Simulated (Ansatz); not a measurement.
**Al₂H (doublet): correlated methods under varied settings at distance Al1–H3 = 1.995 Å**

What do other methods and options give for Al₂H (doublet) at this geometry, and how long do they take?

Computed with Ansatz 0.2.0, Gaussian basis. Level: the settings change from run to run.

22 further runs of the same task are left out: 17 that didn't finish, 5 set aside as unsound or not needed.

## (1) What is computed

The geometry derives from a PBE0/def2-TZVP stationary point (not a proven minimum). One bond is set to the value named and the two fragments are kept rigid.

3 atoms, charge 0, spin multiplicity 2.

Atoms are counted from 1 here; the program's logs count them from 0.

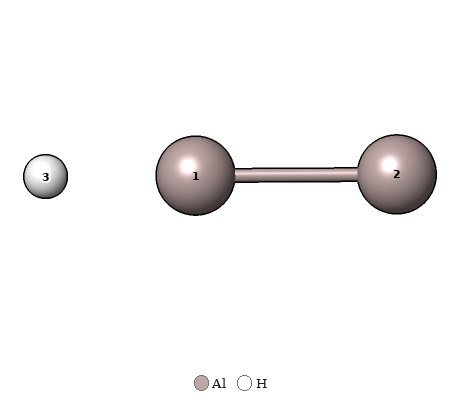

The geometry (aluminium light grey, hydrogen white); atoms are numbered from 1 in the order of the file.

Geometry (Å):

```xyz
3
Al2H
Al    0.0000    0.0000    0.2273
Al    0.0000    0.0000   -2.4496
H     0.0000    0.0000    2.2223
```

## (2) CCSD/6-31G*

The input, in.yaml:

```yaml
crystal:
  periodic: [false, false, false]
  atoms:
    - {symbol: Al, position_ang: [0.000000, 0.000000, 0.227313]}
    - {symbol: Al, position_ang: [0.000000, 0.000000, -2.449625]}
    - {symbol: H, position_ang: [0.000000, 0.000000, 2.222313]}
basis:
  gaussian: {orbitals: "6-31G*", fitting: {mean_field: def2-universal-jkfit}}
magnetization: {spin_polarized: false, initial_magnetization: 1}
hamiltonian: {xc: {name: PBE}}
correlation: {method: ccsd, electrons: outside_noble_gas}
```

Run with:

```bash
> ansatz run in.yaml --threads 1 --pin off --events-out ev --progress --plain --max-ram 2393MiB
```

Log, shortened:

```text
Functional definition: PBE
  name "PBE"
  cite "Perdew, Burke & Ernzerhof, Phys. Rev. Lett. 77, 3865 (1996) doi:10.1103/PhysRevLett.77.3865"
  parent pbe
[...]
274 factors; integrals over basis functions are off by at most 1.1e-1 eV
[...]
mean field -13198.96840623 eV, -485.0531423468 hartree, gradient 1.3e-6 eV, S^2 0.750000; 6 other end points of the search recorded, 0 dependent functions left out
[...]
10 core orbitals not correlated: weight in the atoms' cores, before any rotation towards them, 1.000 or more for the frozen orbitals, at most 0.000 for the correlated occupied ones
reference -13177.68867845 eV, -484.2711267748 hartree; 4, 3 occupied and 26, 27 virtual orbitals, 274 factors
second order -2.62249551 eV of doubles, -0.22014081 eV of singles
cycle   1  -3.30103444 eV  change   -4.6e-1 eV  update   8.3e-2
[...]
cycle  12  -3.58122509 eV  change    1.0e-6 eV  update   6.3e-6
Total energy: -13181.26990353 eV, -484.4027343692 hartree
```

Run time: 4.5 s. Hardware: 1 thread of Arm Neoverse V1, shared host.

From the report: correlation -3.5812 eV; T1 0.025; largest double amplitude 0.11. The orbitals are Kohn-Sham ones, so correlation energy and T1 don't compare with those on Hartree-Fock orbitals.

## (3) BCCD on ROHF/STO-3G

The input, in.yaml:

```yaml
crystal:
  periodic: [false, false, false]
  atoms:
    - {symbol: Al, position_ang: [0.000000, 0.000000, 0.227313]}
    - {symbol: Al, position_ang: [0.000000, 0.000000, -2.449625]}
    - {symbol: H, position_ang: [0.000000, 0.000000, 2.222313]}
basis:
  gaussian: {orbitals: STO-3G}
magnetization: {spin_polarized: false, initial_magnetization: 1}
correlation: {method: bccd, electrons: outside_noble_gas}
accuracy: high
scf: {lower_state_search: light}
```

Same command.

Log, shortened:

```text
Functional definition: HF
  name "HF"
  cite "Fock, Z. Phys. 61, 126 (1930) doi:10.1007/BF01340294"
  parent pbe
[...]
306 factors; integrals over basis functions are off by at most 5.7e-9 eV
[...]
mean field -13015.82502552 eV, -478.3227472448 hartree, gradient 2.8e-8 eV, S^2 0.750000; 11 other end points of the search recorded, 0 dependent functions left out
[...]
determinant -13015.82502552 eV, -478.3227472448 hartree, with singles and doubles -13018.29089491 eV, -478.4133662733 hartree
determinant -13014.69440448 eV, -478.2811976880 hartree, with singles and doubles -13017.11054222 eV, -478.3699891122 hartree
determinant -13013.36839146 eV, -478.2324676084 hartree, with singles and doubles -13016.25505201 eV, -478.3385504270 hartree
determinant -13010.58587401 eV, -478.1302119779 hartree, with singles and doubles -13014.80261476 eV, -478.2851743423 hartree
10 core orbitals not correlated: weight in the atoms' cores, before any rotation towards them, 0.999 or more for the frozen orbitals, at most 0.000 for the correlated occupied ones
reference -13015.82502552 eV, -478.3227472448 hartree; 4, 3 occupied and 5, 6 virtual orbitals, 306 factors
second order -1.43008056 eV of doubles, -0.00300532 eV of singles
cycle   1  -2.48939714 eV  change   -2.4e-2 eV  update   4.6e-2
[...]
cycle  29  -2.42663368 eV  change   7.3e-11 eV  update  2.3e-10
WARN: the results are in doubt because among natural orbitals full CI differs from the method by -0.127 eV
Total energy: -13018.25165919 eV, -478.4119243875 hartree
In doubt: among natural orbitals full CI differs from the method by -0.127 eV
```

Run time: 0.93 s. Hardware: 1 thread of Arm Neoverse V1, shared host.

From the report: correlation -2.4266 eV; largest double amplitude 0.13. Mind the lines of doubt at the end of the log.

## (4) CCSD(T) on UHF/6-31G*

The input, in.yaml:

```yaml
crystal:
  periodic: [false, false, false]
  atoms:
    - {symbol: Al, position_ang: [0.000000, 0.000000, 0.227313]}
    - {symbol: Al, position_ang: [0.000000, 0.000000, -2.449625]}
    - {symbol: H, position_ang: [0.000000, 0.000000, 2.222313]}
basis:
  gaussian: {orbitals: "6-31G*"}
magnetization: {spin_polarized: true, initial_magnetization: 1}
correlation: {method: ccsd_t, electrons: outside_noble_gas}
accuracy: high
output: {forces: true}
```

Same command.

Log, shortened:

```text
Functional definition: HF
  name "HF"
  cite "Fock, Z. Phys. 61, 126 (1930) doi:10.1007/BF01340294"
  parent pbe
[...]
679 factors; integrals over basis functions are off by at most 2.8e-9 eV
[...]
mean field -13178.19208505 eV, -484.2896266261 hartree, gradient 1.1e-8 eV, S^2 0.958081; 22 other end points of the search recorded, 0 dependent functions left out
determinant -13178.19208505 eV, -484.2896266261 hartree, with singles and doubles -13181.41900399 eV, -484.4082137101 hartree
determinant -13176.96034075 eV, -484.2443608579 hartree, with singles and doubles -13179.95756749 eV, -484.3545069090 hartree
determinant -13176.88457705 eV, -484.2415765935 hartree, with singles and doubles -13180.01344604 eV, -484.3565604081 hartree
determinant -13176.50561581 eV, -484.2276500246 hartree, with singles and doubles -13179.54236553 eV, -484.3392485184 hartree
[...]
10 core orbitals not correlated: weight in the atoms' cores, before any rotation towards them, 1.000 or more for the frozen orbitals, at most 0.000 for the correlated occupied ones
reference -13178.18141659 eV, -484.2892345673 hartree; 4, 3 occupied and 26, 27 virtual orbitals, 679 factors
second order -2.32709722 eV of doubles, -0.00000000 eV of singles
cycle   1  -3.25317043 eV  change    2.6e-6 eV  update   2.2e-6
[...]
cycle  16  -3.25317023 eV  change  -6.4e-10 eV  update  5.8e-10
perturbative correction -0.13456403 eV, -0.0049451369 hartree
[...]
Total energy: -13181.56915085 eV, -484.4137315052 hartree
Atom 0 at     0.000000     0.000000     0.227313 Å, force     0.000000     0.000000     1.990311 eV/Å
Atom 1 at     0.000000     0.000000    -2.449625 Å, force    -0.000000    -0.000000    -0.067705 eV/Å
Atom 2 at     0.000000     0.000000     2.222313 Å, force    -0.000000    -0.000000    -1.922606 eV/Å
Dipole moment:    -0.000000    -0.000000    -0.215950 e Å
```

Run time: 9.5 s. Hardware: 1 thread of Arm Neoverse V1, shared host.

From the report: ⟨S²⟩ of the determinant 0.790 (pure doublet: 0.75); correlation -3.3877 eV; T1 0.034; largest double amplitude 0.10.

## (5) HF/aug-cc-pVDZ

in.yaml: that of step 4 with these lines changed.

```diff
@@ -7,6 +7,5 @@
 basis:
-  gaussian: {orbitals: "6-31G*"}
+  gaussian: {orbitals: aug-cc-pVDZ}
 magnetization: {spin_polarized: true, initial_magnetization: 1}
-correlation: {method: ccsd_t, electrons: outside_noble_gas}
-accuracy: high
-output: {forces: true}
+hamiltonian: {xc: hf}
+output: {orbitals: {seedname: orbitals}}
```

Same command.

Log, shortened:

```text
Functional definition: HF
  name "HF"
  cite "Fock, Z. Phys. 61, 126 (1930) doi:10.1007/BF01340294"
  parent pbe
[...]
629 factors; integrals over basis functions are off by at most 5.4e-4 eV
[...]
mean field -13179.18868366 eV, -484.3262509494 hartree, gradient 1.9e-5 eV, S^2 0.988954; 3 other end points of the search recorded, 0 dependent functions left out
reference -13179.18868366 eV, -484.3262509494 hartree; 14, 13 occupied and 49, 50 virtual orbitals, 629 factors
Total energy: -13179.18868366 eV, -484.3262509494 hartree
```

Run time: 2.6 s. Hardware: 1 thread of Arm Neoverse V1, shared host.

From the report: ⟨S²⟩ of the determinant 0.989 (pure doublet: 0.75).

## (6) BCCD(T)/aug-cc-pVDZ

in.yaml: that of step 5 with these lines changed.

```diff
@@ -9,3 +9,4 @@
 magnetization: {spin_polarized: true, initial_magnetization: 1}
-hamiltonian: {xc: hf}
-output: {orbitals: {seedname: orbitals}}
+hamiltonian: {xc: {name: B3LYP}}
+correlation: {method: bccd_t, electrons: valence}
+scf: {omitted_lower_state_checks: [cluster_reference]}
```

Same command.

Log, shortened:

```text
Functional definition: B3LYP
  name "B3LYP"
  cite "Stephens, Devlin, Chabalowski & Frisch, J. Phys. Chem. 98, 11623 (1994) doi:10.1021/j100096a001"
  cite "Becke, Phys. Rev. A 38, 3098 (1988) doi:10.1103/PhysRevA.38.3098"
  cite "Lee, Yang & Parr, Phys. Rev. B 37, 785 (1988) doi:10.1103/PhysRevB.37.785"
  cite "Vosko, Wilk & Nusair, Can. J. Phys. 58, 1200 (1980) doi:10.1139/p80-159"
[...]
629 factors; integrals over basis functions are off by at most 5.4e-4 eV
[...]
mean field -13208.39612967 eV, -485.3996047929 hartree, gradient 4.1e-6 eV, S^2 0.754251; 4 other end points of the search recorded, 0 dependent functions left out
10 core orbitals not correlated: weight in the atoms' cores, before any rotation towards them, 1.000 or more for the frozen orbitals, at most 0.000 for the correlated occupied ones
reference -13178.84240097 eV, -484.3135252954 hartree; 4, 3 occupied and 49, 50 virtual orbitals, 629 factors
second order -2.92883621 eV of doubles, -0.15816084 eV of singles
cycle   1  -3.63409073 eV  change   -5.5e-1 eV  update   8.3e-2
[...]
cycle  13  -3.91550595 eV  change   -6.1e-6 eV  update   4.8e-6
perturbative correction -0.16141157 eV, -0.0059317657 hartree
Total energy: -13182.91931849 eV, -484.4633492508 hartree
Checks for a lower state left out: cluster_reference
```

It took 6.5 s on 1 thread of Arm Neoverse V1, shared host.

From the report: ⟨S²⟩ of the determinant 0.754 (pure doublet: 0.75); correlation -4.0769 eV; largest double amplitude 0.07.

## (7) NEVPT2(3,7)/6-31G

The input, in.yaml:

```yaml
crystal:
  periodic: [false, false, false]
  atoms:
    - {symbol: Al, position_ang: [0.000000, 0.000000, 0.227313]}
    - {symbol: Al, position_ang: [0.000000, 0.000000, -2.449625]}
    - {symbol: H, position_ang: [0.000000, 0.000000, 2.222313]}
basis:
  gaussian: {orbitals: 6-31G}
magnetization: {spin_polarized: false, initial_magnetization: 1}
correlation: {method: sc_nevpt2, electrons: outside_noble_gas, active_space: {window: {electrons: 3, orbitals: 7}}}
```

Launched as before.

Log:

```text
Functional definition: HF
  name "HF"
  cite "Fock, Z. Phys. 61, 126 (1930) doi:10.1007/BF01340294"
  parent pbe
  exchange = exact_x
  correlation = 0
308 factors; integrals over basis functions are off by at most 1.2e-4 eV
mean field evaluation 1: about -13177.0860 eV, gradient 7.8e0 eV
mean field evaluation 2: about -13177.0879 eV, gradient 7.8e0 eV
mean field evaluation 4: about -13177.7464 eV, gradient 9.1e-1 eV
mean field evaluation 8: about -13177.7673 eV, gradient 1.5e-1 eV
mean field evaluation 16: about -13177.7725 eV, gradient 1.5e-1 eV
mean field evaluation 32: about -13177.7687 eV, gradient 1.4e-1 eV
mean field -13177.76940248 eV, -484.2740933281 hartree, gradient 1.8e-6 eV, S^2 0.750000; 4 other end points of the search recorded, 0 dependent functions left out
reference -13177.76940248 eV, -484.2740933281 hartree; 14, 13 occupied and 14, 15 virtual orbitals, 308 factors
state -13178.60639174 eV, -484.3048521161 hartree
state -13178.60639174 eV, -484.3048521161 hartree; corrected -13179.66188267 eV, -484.3436406926 hartree
Total energy: -13179.66188267 eV, -484.3436406926 hartree
```

Run time: 1.4 s. Hardware: 1 thread of Arm Neoverse V1, shared host.

From the report: 72 determinants; active occupations 1.89, 1.00, 0.05, 0.03, 0.02, 0.00, 0.00.

## (8) CCSD(T)/6-31G

The input, in.yaml:

```yaml
crystal:
  periodic: [false, false, false]
  atoms:
    - {symbol: Al, position_ang: [0.000000, 0.000000, 0.227313]}
    - {symbol: Al, position_ang: [0.000000, 0.000000, -2.449625]}
    - {symbol: H, position_ang: [0.000000, 0.000000, 2.222313]}
basis:
  gaussian: {orbitals: 6-31G}
magnetization: {spin_polarized: true, initial_magnetization: 1}
hamiltonian: {xc: {name: PBE0}}
correlation: {method: ccsd_t, electrons: all}
scf: {lower_state_search: off}
output: {forces: true}
```

Launched as before.

Log, shortened:

```text
Functional definition: PBE0
  name "PBE0"
  cite "Adamo & Barone, J. Chem. Phys. 110, 6158 (1999) doi:10.1063/1.478522"
  cite "Perdew, Burke & Ernzerhof, Phys. Rev. Lett. 77, 3865 (1996) doi:10.1103/PhysRevLett.77.3865"
  parent pbe
[...]
308 factors; integrals over basis functions are off by at most 1.2e-4 eV
[...]
mean field -13199.82093996 eV, -485.0844723837 hartree, gradient 4.5e-6 eV, S^2 0.752311; 0 other end points of the search recorded, 0 dependent functions left out
reference -13177.58706146 eV, -484.2673924192 hartree; 14, 13 occupied and 14, 15 virtual orbitals, 308 factors
second order -1.91338436 eV of doubles, -0.15685462 eV of singles
cycle   1  -2.48632185 eV  change   -4.2e-1 eV  update   8.3e-2
[...]
cycle  16  -2.76817664 eV  change    2.4e-8 eV  update   1.3e-7
perturbative correction -0.07885679 eV, -0.0028979335 hartree
[...]
Total energy: -13180.43409489 eV, -484.3720189680 hartree
Atom 0 at     0.000000     0.000000     0.227313 Å, force    -0.000000    -0.000000     2.218259 eV/Å
Atom 1 at     0.000000     0.000000    -2.449625 Å, force     0.000000     0.000000    -0.602264 eV/Å
Atom 2 at     0.000000     0.000000     2.222313 Å, force     0.000000     0.000000    -1.615995 eV/Å
Dipole moment:     0.000000     0.000000    -0.303713 e Å
Checks for a lower state left out: starts, cluster_reference, orbital_swaps, neighbouring_geometries, increment
```

Run time: 4.8 s. Hardware: 1 thread of Arm Neoverse V1, shared host.

From the report: ⟨S²⟩ of the determinant 0.752 (pure doublet: 0.75); correlation -2.8470 eV; T1 0.010; largest double amplitude 0.11. The orbitals are Kohn-Sham ones, so correlation energy and T1 don't compare with those on Hartree-Fock orbitals.

## (9) BCCD/cc-pVDZ

The input, in.yaml:

```yaml
crystal:
  periodic: [false, false, false]
  atoms:
    - {symbol: Al, position_ang: [0.000000, 0.000000, 0.227313]}
    - {symbol: Al, position_ang: [0.000000, 0.000000, -2.449625]}
    - {symbol: H, position_ang: [0.000000, 0.000000, 2.222313]}
basis:
  gaussian: {orbitals: cc-pVDZ}
magnetization: {spin_polarized: true, initial_magnetization: 1}
hamiltonian: {xc: {name: B3LYP}}
correlation: {method: bccd, electrons: valence}
accuracy: high
output: {forces: true}
```

Same command.

Log, shortened:

```text
Functional definition: B3LYP
  name "B3LYP"
  cite "Stephens, Devlin, Chabalowski & Frisch, J. Phys. Chem. 98, 11623 (1994) doi:10.1021/j100096a001"
  cite "Becke, Phys. Rev. A 38, 3098 (1988) doi:10.1103/PhysRevA.38.3098"
  cite "Lee, Yang & Parr, Phys. Rev. B 37, 785 (1988) doi:10.1103/PhysRevB.37.785"
  cite "Vosko, Wilk & Nusair, Can. J. Phys. 58, 1200 (1980) doi:10.1139/p80-159"
[...]
799 factors; integrals over basis functions are off by at most 3.2e-9 eV
[...]
mean field -13208.35537295 eV, -485.3981070110 hartree, gradient 7.7e-8 eV, S^2 0.754011; 4 other end points of the search recorded, 0 dependent functions left out
10 core orbitals not correlated: weight in the atoms' cores, before any rotation towards them, 1.000 or more for the frozen orbitals, at most 0.000 for the correlated occupied ones
reference -13178.80674243 eV, -484.3122148681 hartree; 4, 3 occupied and 27, 28 virtual orbitals, 799 factors
second order -2.83049779 eV of doubles, -0.14925885 eV of singles
cycle   1  -3.50794927 eV  change   -5.3e-1 eV  update   8.2e-2
[...]
cycle  29  -3.78980063 eV  change   1.8e-10 eV  update  5.8e-10
[...]
Total energy: -13182.59654306 eV, -484.4514874725 hartree
Atom 0 at     0.000000     0.000000     0.227313 Å, force    -0.000000    -0.000000     2.278392 eV/Å
Atom 1 at     0.000000     0.000000    -2.449625 Å, force     0.000000    -0.000000    -0.192862 eV/Å
Atom 2 at     0.000000     0.000000     2.222313 Å, force     0.000000     0.000000    -2.085529 eV/Å
Dipole moment:    -0.000000     0.000000    -0.228439 e Å
```

Wall time 16 s (1 thread of Arm Neoverse V1, shared host).

From the report: ⟨S²⟩ of the determinant 0.754 (pure doublet: 0.75); correlation -3.7898 eV; largest double amplitude 0.10.

## (10) CCSDT on ROHF/def2-SVPD

The input, in.yaml:

```yaml
crystal:
  periodic: [false, false, false]
  atoms:
    - {symbol: Al, position_ang: [0.000000, 0.000000, 0.227313]}
    - {symbol: Al, position_ang: [0.000000, 0.000000, -2.449625]}
    - {symbol: H, position_ang: [0.000000, 0.000000, 2.222313]}
basis:
  gaussian: {orbitals: def2-SVPD}
magnetization: {spin_polarized: false, initial_magnetization: 1}
correlation: {method: ccsdt, electrons: outside_noble_gas}
accuracy: high
scf: {lower_state_search: off}
```

Same command.

Log, shortened:

```text
Functional definition: HF
  name "HF"
  cite "Fock, Z. Phys. 61, 126 (1930) doi:10.1007/BF01340294"
  parent pbe
[...]
912 factors; integrals over basis functions are off by at most 3.8e-9 eV
[...]
mean field -13174.62378020 eV, -484.1584938415 hartree, gradient 2.4e-8 eV, S^2 0.750000; 0 other end points of the search recorded, 0 dependent functions left out
10 core orbitals not correlated: weight in the atoms' cores, before any rotation towards them, 1.000 or more for the frozen orbitals, at most 0.000 for the correlated occupied ones
reference -13174.62378020 eV, -484.1584938415 hartree; 4, 3 occupied and 42, 43 virtual orbitals, 912 factors
second order -2.72021690 eV of doubles, -0.03329555 eV of singles
cycle   1  -3.35302933 eV  change   -6.0e-1 eV  update   9.8e-2
[...]
cycle  33  -3.88144632 eV  change   2.9e-10 eV  update  8.2e-10
Total energy: -13178.50522652 eV, -484.3011343629 hartree
Checks for a lower state left out: stability, starts, cluster_reference, orbital_swaps, neighbouring_geometries, increment
```

Wall time 18 s (1 thread of Arm Neoverse V1, shared host); peak memory 0.27 GiB.

From the report: correlation -3.8814 eV; T1 0.029; largest double amplitude 0.07.

## (11) All runs side by side

Where basis and cores are those of an earlier FCI/6-31G run (-13180.2942 eV), and the state is the same kind, the miss against it is given. † marks a result that the program doubts.

| level | correlated | functions | energy (eV) | from FCI (meV) | time |
| --- | --- | --- | --- | --- | --- |
| CCSD/6-31G* (on PBE orbitals) | outside noble gas | 40 | -13181.2699 |  | 4.5 s |
| BCCD on ROHF/STO-3G † | outside noble gas | 19 | -13018.2517 |  | 0.93 s |
| CCSD(T) on UHF/6-31G* | outside noble gas | 40 | -13181.5692 |  | 9.5 s |
| HF/aug-cc-pVDZ |  | 63 | -13179.1887 |  | 2.6 s |
| BCCD(T)/aug-cc-pVDZ (on B3LYP orbitals) | valence | 63 | -13182.9193 |  | 6.5 s |
| NEVPT2(3,7)/6-31G | outside noble gas | 28 | -13179.6619 | 632.3 | 1.4 s |
| CCSD(T)/6-31G (on PBE0 orbitals) | all | 28 | -13180.4341 |  | 4.8 s |
| BCCD/cc-pVDZ (on B3LYP orbitals) | valence | 41 | -13182.5965 |  | 16 s |
| CCSDT on ROHF/def2-SVPD | outside noble gas | 56 | -13178.5052 |  | 18 s |

## (12) What came out

| quantity | value |
| --- | --- |
| runs | 9 |
| quickest | BCCD on ROHF/STO-3G †, 0.93 s |
| slowest | CCSDT on ROHF/def2-SVPD, 18 s |

What this shows: Total energies in different bases, with other cores or another treatment of relativity can't be set against each other. CCSDT on ROHF/def2-SVPD took 19 times as long as BCCD on ROHF/STO-3G †; the jobs differ in more than the method.
